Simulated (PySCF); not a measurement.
**AlHSCl (charge −1): geometry relaxation**

AlHSCl, charge −1, computed with PBE0-D3(BJ)/def2-TZVPD geometry optimisation, gas phase (PySCF 2.14.0).

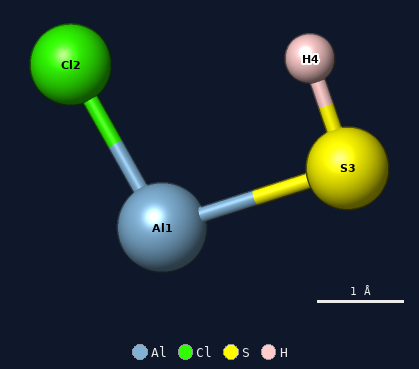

*The structure as given in the input (ball-and-stick view, seen at a tilt; atoms are numbered from 1 in the order of the input). Sticks mark near contacts.*

Bond lengths as drawn: Al–Cl 2.19 Å, Al–S 2.43 Å and H–S 1.36 Å.

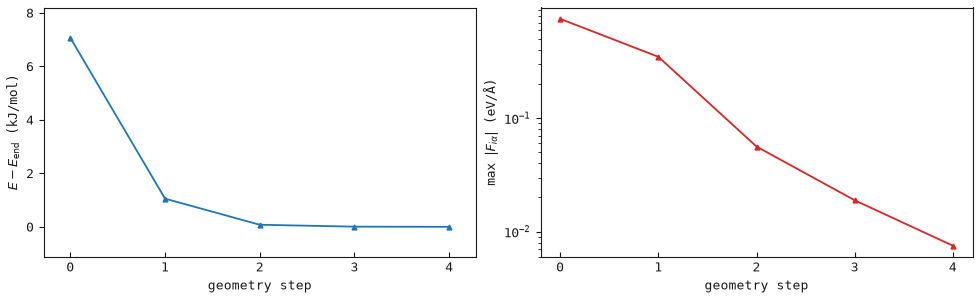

*Progress of the relaxation, step by step (steps are counted from 0).*

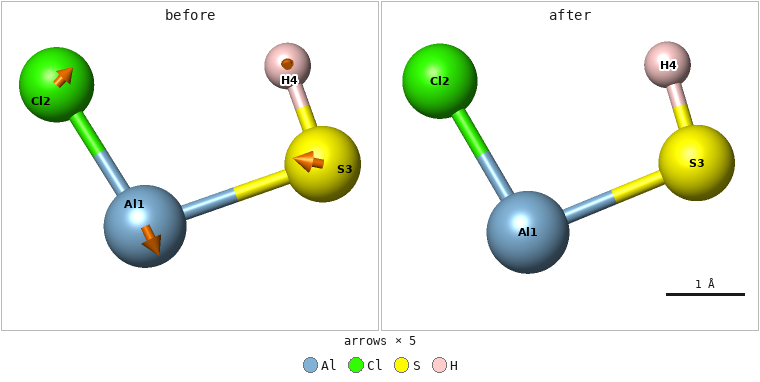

*Before (left) and after (right) the relaxation, at one scale (ball-and-stick view, seen at a tilt). The orange arrows give the displacements, magnified 5 times.*

The atom that moves furthest after the best rigid fit is Al1 (0.085 Å). By element the largest moves are Al 0.085 Å, S 0.081 Å, Cl 0.062 Å, H 0.027 Å. Distances before and after: Al1–Cl2 2.192 → 2.291 Å, Al1–S3 2.429 → 2.354 Å, S3–H4 1.361 → 1.344 Å. Among the angles that change: Al1–S3–H4 90.0° → 96.1°, Cl2–Al1–S3 102.0° → 97.4°. After 4 geometry steps the energy has fallen by 7.07 kJ/mol. The largest force component goes from 0.75 to 0.0075 eV/Å. (Atoms are counted from 1 in the order of the input.)

The input and output of the run follow.

The input
```
{"job": {"xc": "PBE0", "basis": "def2-TZVPD", "d3": "d3bj", "grid": 3, "kind": "geom", "shake": 0.01}, "charge": -1, "multiplicity": 1, "parts": [{"atoms": "0-1", "charge": 0, "multiplicity": 1}, {"atoms": "2-3", "charge": -1, "multiplicity": 1}]}
Al    -0.851311    -0.558422     0.806793
Cl     0.821774    -0.176039    -0.556174
S     -0.755610    -2.972040     1.061668
H      0.353399    -3.010430     0.273272
```

The first line tells a small driver script what to run in PySCF; the rest is the geometry in Å.

Run as:
```bash
OMP_NUM_THREADS=1 python <driver script> task.json out
```

What the program printed
```
step   0  E = -1101.20601389  max force = 0.014676
step   1  E = -1101.20830557  max force = 0.006787
step   2  E = -1101.20867722  max force = 0.001094
step   3  E = -1101.20870432  max force = 0.000368
step   4  E = -1101.20870681  max force = 0.000146
optimisation converged
```

Trajectory as extended XYZ (Å, eV, eV/Å), 5 frames, from step=0 to step=4
```
4
Properties=species:S:1:pos:R:3:forces:R:3 step=0 energy=-29965.34193
Al   -0.8513   -0.5584    0.8068   -0.7547  -0.2966   0.6170
Cl    0.8218   -0.1760   -0.5562    0.6021  -0.0234  -0.4597
S    -0.7556   -2.9720    1.0617    0.4960   0.4266  -0.4031
H     0.3534   -3.0104    0.2733   -0.3433  -0.1066   0.2458
4
Properties=species:S:1:pos:R:3:forces:R:3 step=1 energy=-29965.40429
Al   -0.9720   -0.5730    0.8899    0.1293  -0.1320  -0.0866
Cl    0.7982   -0.2401   -0.5284   -0.0044   0.1263  -0.0086
S    -0.6668   -2.9091    1.0027   -0.3490  -0.0350   0.2768
H     0.4089   -2.9946    0.2213    0.2241   0.0407  -0.1816
4
Properties=species:S:1:pos:R:3:forces:R:3 step=2 energy=-29965.41440
Al   -0.9595   -0.5880    0.8755    0.0563  -0.0407  -0.0381
Cl    0.8062   -0.1964   -0.5351   -0.0203   0.0221   0.0130
S    -0.6774   -2.9235    1.0230   -0.0203  -0.0096   0.0197
H     0.3989   -3.0090    0.2222   -0.0156   0.0282   0.0053
4
Properties=species:S:1:pos:R:3:forces:R:3 step=3 energy=-29965.41514
Al   -0.9542   -0.5950    0.8705    0.0189   0.0006  -0.0143
Cl    0.8088   -0.1874   -0.5370   -0.0130  -0.0042   0.0099
S    -0.6797   -2.9281    1.0286   -0.0048  -0.0077   0.0052
H     0.3933   -3.0064    0.2235   -0.0011   0.0113  -0.0008
4
Properties=species:S:1:pos:R:3:forces:R:3 step=4 energy=-29965.41521
Al   -0.9528   -0.5963    0.8696    0.0067   0.0075  -0.0061
Cl    0.8093   -0.1895   -0.5373   -0.0063  -0.0052   0.0049
S    -0.6805   -2.9290    1.0297    0.0015  -0.0075   0.0002
H     0.3922   -3.0021    0.2236   -0.0019   0.0052   0.0009
```

Results in brief

- outcome: converged
- total energy: −1101.208707 hartree
- point group: Cs
- hardware: 1 CPU thread, shared host
- wall time: 46 s
- peak memory: 0.57 GiB
